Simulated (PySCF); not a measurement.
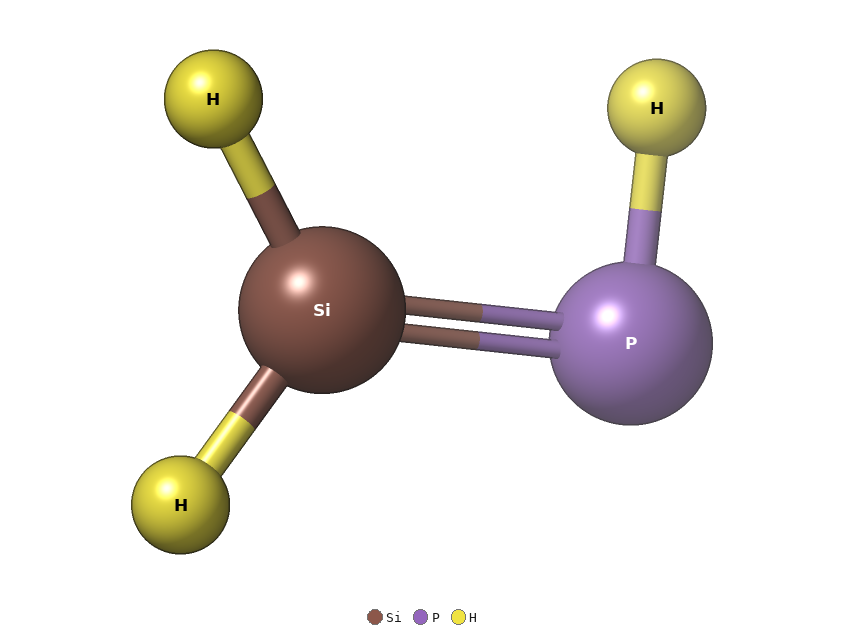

Orthographic view. Distant atoms are faded towards the background colour. Computed geometry: PBE0-D3(BJ)/def2-SVP optimisation. No frequency run is at hand to confirm it as a minimum.

Q: Give the standard InChI.

A: InChI=1S/H3PSi/c1-2/h1H,2H2
